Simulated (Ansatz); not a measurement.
**C₂H₂FGaS: small, medium and large basis sets**

Aim: see how fast density functionals converge with the basis set for C₂H₂FGaS.

Computed with Ansatz 0.2.0, Gaussian basis. Level: one geometry, several basis sets.

The runs, in order: PBE0-D4/def2-SVP; ωB97M-V/def2-SVP; PBE0-D4/def2-QZVPP; ωB97M-V/def2-QZVPP; the functionals' def2-TZVPP values are taken from earlier runs.

## 1. The relaxed structure

All runs share one geometry, relaxed beforehand with PBE0-D4 in a triple-zeta def2 set.

SMILES `C#C[S][GaH][F]`, 7 atoms, charge 0, spin multiplicity 1.

Atoms are counted from 1 here; the program's logs count them from 0.

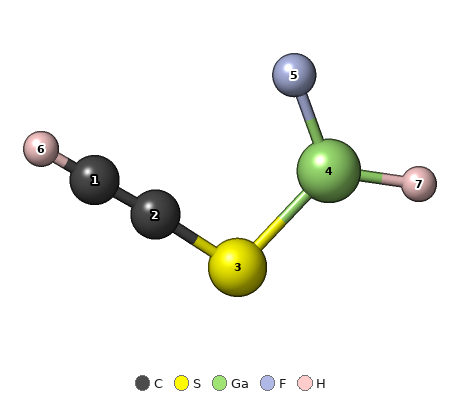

The geometry (carbon dark grey, sulfur yellow, gallium green, fluorine light blue, hydrogen pink); atoms are numbered from 1 in the order of the file.

As a file:

```mol
C2H2FGaS
  3D, bonds by distance, orders not assigned

  7  6  0  0  0  0  0  0  0  0999 V2000
   -0.0614    0.4192    2.1545 C   0  0
    0.3687   -0.2228    1.2324 C   0  0
    1.0200   -1.1680    0.0051 S   0  0
    0.0028   -0.2857   -1.7445 Ga  0  0
   -1.0956    1.0275   -1.4085 F   0  0
   -0.4489    0.9940    2.9619 H   0  0
    0.2144   -0.7643   -3.2009 H   0  0
  1  2  8  0
  2  3  8  0
  3  4  8  0
  4  5  8  0
  1  6  8  0
  4  7  8  0
M  END
```

## 2. PBE0-D4 in def2-SVP

Contents of in.yaml:

```yaml
crystal:
  periodic: [false, false, false]
  atoms:
    - {symbol: C, position_ang: [-0.061374, 0.419249, 2.154505]}
    - {symbol: C, position_ang: [0.368654, -0.222835, 1.232354]}
    - {symbol: S, position_ang: [1.019953, -1.167956, 0.005144]}
    - {symbol: Ga, position_ang: [0.002770, -0.285715, -1.744547]}
    - {symbol: F, position_ang: [-1.095597, 1.027532, -1.408511]}
    - {symbol: H, position_ang: [-0.448851, 0.993994, 2.961933]}
    - {symbol: H, position_ang: [0.214434, -0.764279, -3.200887]}
basis:
  gaussian: {orbitals: def2-SVP}
hamiltonian: {xc: pbe0, dispersion: d4}
output: {orbitals: {seedname: orbitals}}
```

Launch:

```sh
ansatz run in.yaml --threads 4 --pin off --events-out ev --progress --plain --max-ram 10444MiB
```

Log:

```text
Functional definition: PBE0
  name "PBE0"
  cite "Adamo & Barone, J. Chem. Phys. 110, 6158 (1999) doi:10.1063/1.478522"
  cite "Perdew, Burke & Ernzerhof, Phys. Rev. Lett. 77, 3865 (1996) doi:10.1103/PhysRevLett.77.3865"
  parent pbe
  parameter a = 0.25
  parameter kappa = 0.804
  parameter beta = 0.06672455060314922
  exchange = (1 - a)*pbe_x(kappa = kappa, mu = beta*pi^2/3) + a*exact_x
  correlation = pbe_c(beta = beta)
1001 factors; integrals over basis functions are off by at most 1.0e-3 eV
mean field evaluation 1: about -67999.6628 eV, gradient 5.7e1 eV
mean field evaluation 2: about -67979.9112 eV, gradient 1.1e2 eV
mean field evaluation 4: about -68006.5537 eV, gradient 8.8e0 eV
mean field evaluation 8: about -68006.7723 eV, gradient 1.0e0 eV
mean field evaluation 16: about -68006.7751 eV, gradient 2.0e-4 eV
mean field -68006.77511901 eV, -2499.2028889760 hartree, gradient 1.1e-5 eV, S^2 0.000000; 0 other end points of the search recorded, 0 dependent functions left out
reference -68006.77514759 eV, -2499.2028900261 hartree; 35, 35 occupied and 67, 67 virtual orbitals, 1001 factors
Total energy: -68006.93337419 eV, -2499.2087047463 hartree
```

Wall time 1.1 s (4 threads of Arm Neoverse V1, shared host).

## 3. ωB97M-V in def2-SVP

Edit in.yaml of step 2 so:

```diff
@@ -12,3 +12,3 @@
   gaussian: {orbitals: def2-SVP}
-hamiltonian: {xc: pbe0, dispersion: d4}
+hamiltonian: {xc: {name: wB97M-V}}
 output: {orbitals: {seedname: orbitals}}
```

Same command.

Log, cut to the lines that bear on the results:

```text
Functional definition: wB97M-V
  name "wB97M-V"
  cite "Mardirossian & Head-Gordon, J. Chem. Phys. 144, 214110 (2016) doi:10.1063/1.4952647"
  cite "Becke, J. Chem. Phys. 107, 8554 (1997) doi:10.1063/1.475007"
  cite "Vydrov & Van Voorhis, J. Chem. Phys. 133, 244103 (2010) doi:10.1063/1.3521275"
  # Of w^i u^j: cxij and so on, Table III.
[...]
  gx(w, u) = 1 - cx + cx01*u + cx10*w
  gss(w, u) = css00 + css04*u^4 + css10*w + css20*w^2 + css43*w^4*u^3
  gos(w, u) = cos00 + cos10*w + (cos20 + cos21*u)*w^2 + (cos60 + cos61*u)*w^6
[...]
      + integral(e_c_pw_mod_opposite_spin*gos(b97_w_opposite, b97_u_opposite)) + vv10(b, c)
1001 factors; integrals over basis functions are off by at most 1.0e-3 eV
254 factors; integrals over basis functions are off by at most 8.9e-6 eV
[...]
mean field -68017.80617305 eV, -2499.6082727348 hartree, gradient 3.8e-5 eV, S^2 0.000000; 0 other end points of the search recorded, 0 dependent functions left out
reference -68017.80621924 eV, -2499.6082744319 hartree; 35, 35 occupied and 67, 67 virtual orbitals, 1001 factors
Total energy: -68017.80621924 eV, -2499.6082744319 hartree
```

It took 4.9 s on 4 threads of Arm Neoverse V1, shared host; peak memory 0.32 GiB.

## 4. PBE0-D4 in def2-QZVPP

Edit in.yaml of step 3 so:

```diff
@@ -11,4 +11,4 @@
 basis:
-  gaussian: {orbitals: def2-SVP}
-hamiltonian: {xc: {name: wB97M-V}}
+  gaussian: {orbitals: "def2-QZVPP.json"}
+hamiltonian: {xc: pbe0, dispersion: d4}
 output: {orbitals: {seedname: orbitals}}
```

Same command.

Log:

```text
Functional definition: PBE0
  name "PBE0"
  cite "Adamo & Barone, J. Chem. Phys. 110, 6158 (1999) doi:10.1063/1.478522"
  cite "Perdew, Burke & Ernzerhof, Phys. Rev. Lett. 77, 3865 (1996) doi:10.1103/PhysRevLett.77.3865"
  parent pbe
  parameter a = 0.25
  parameter kappa = 0.804
  parameter beta = 0.06672455060314922
  exchange = (1 - a)*pbe_x(kappa = kappa, mu = beta*pi^2/3) + a*exact_x
  correlation = pbe_c(beta = beta)
1601 factors; their error is unknown
mean field evaluation 1: about -68015.1182 eV, gradient 7.0e1 eV
mean field evaluation 2: about -67960.8532 eV, gradient 1.6e2 eV
mean field evaluation 4: about -68024.3773 eV, gradient 1.2e1 eV
mean field evaluation 8: about -68024.6984 eV, gradient 1.6e-1 eV
mean field evaluation 16: about -68024.8639 eV, gradient 4.1e-4 eV
mean field -68024.86387382 eV, -2499.8676384539 hartree, gradient 7.2e-5 eV, S^2 0.000000; 0 other end points of the search recorded, 0 dependent functions left out
reference -68024.86391064 eV, -2499.8676398070 hartree; 35, 35 occupied and 355, 355 virtual orbitals, 1601 factors
Total energy: -68025.02213723 eV, -2499.8734545272 hartree
```

Run time: 7.5 s. Hardware: 4 threads of Arm Neoverse V1, shared host; peak memory 1.4 GiB.

## 5. ωB97M-V in def2-QZVPP

Edit in.yaml of step 4 so:

```diff
@@ -12,3 +12,3 @@
   gaussian: {orbitals: "def2-QZVPP.json"}
-hamiltonian: {xc: pbe0, dispersion: d4}
+hamiltonian: {xc: {name: wB97M-V}}
 output: {orbitals: {seedname: orbitals}}
```

The command is unchanged.

Log, cut to the lines that bear on the results:

```text
Functional definition: wB97M-V
  name "wB97M-V"
  cite "Mardirossian & Head-Gordon, J. Chem. Phys. 144, 214110 (2016) doi:10.1063/1.4952647"
  cite "Becke, J. Chem. Phys. 107, 8554 (1997) doi:10.1063/1.475007"
  cite "Vydrov & Van Voorhis, J. Chem. Phys. 133, 244103 (2010) doi:10.1063/1.3521275"
  # Of w^i u^j: cxij and so on, Table III.
[...]
  gx(w, u) = 1 - cx + cx01*u + cx10*w
  gss(w, u) = css00 + css04*u^4 + css10*w + css20*w^2 + css43*w^4*u^3
  gos(w, u) = cos00 + cos10*w + (cos20 + cos21*u)*w^2 + (cos60 + cos61*u)*w^6
[...]
      + integral(e_c_pw_mod_opposite_spin*gos(b97_w_opposite, b97_u_opposite)) + vv10(b, c)
1568 factors; their error is unknown
288 factors; integrals over basis functions are off by at most 1.9e-5 eV
[...]
mean field -68035.89801886 eV, -2500.2731358052 hartree, gradient 5.2e-5 eV, S^2 0.000000; 0 other end points of the search recorded, 0 dependent functions left out
reference -68035.89807899 eV, -2500.2731380147 hartree; 35, 35 occupied and 355, 355 virtual orbitals, 1568 factors
Total energy: -68035.89807899 eV, -2500.2731380147 hartree
```

It took 17 s on 4 threads of Arm Neoverse V1, shared host; peak memory 1.6 GiB.

## 6. Density functionals: the series

The def2-TZVPP values come from earlier runs at the same geometry.

| functional | basis | functions | energy (eV) | from the largest (eV) | HOMO (eV) | LUMO (eV) |
| --- | --- | --- | --- | --- | --- | --- |
| PBE0-D4 | def2-SVP | 102 | -68006.9334 | 18.089 | -7.14 | -1.41 |
| PBE0-D4 | def2-TZVPP | 211 | -68023.2345 | 1.788 | -7.20 | -1.52 |
| PBE0-D4 | def2-QZVPP | 390 | -68025.0221 | 0.000 | -7.22 | -1.56 |
| ωB97M-V | def2-SVP | 102 | -68017.8062 | 18.092 | -9.19 | 0.36 |
| ωB97M-V | def2-TZVPP | 211 | -68034.1934 | 1.705 | -9.28 | 0.20 |
| ωB97M-V | def2-QZVPP | 390 | -68035.8981 | 0.000 | -9.30 | 0.05 |

## 7. Results

| quantity | value |
| --- | --- |
| PBE0-D4: double and triple zeta above quadruple | 18.09, 1.79 eV |
| ωB97M-V: double and triple zeta above quadruple | 18.09, 1.70 eV |

**Reading.** For PBE0-D4 the step from double to triple zeta gains 16.30 eV and the next only 1.79 eV. These are total energies; as a rule much of such shifts cancels in differences, which this series doesn't test.

For PBE0-D4 the largest set took about 7 times as long as the smallest (7.5 s against 1.1 s).
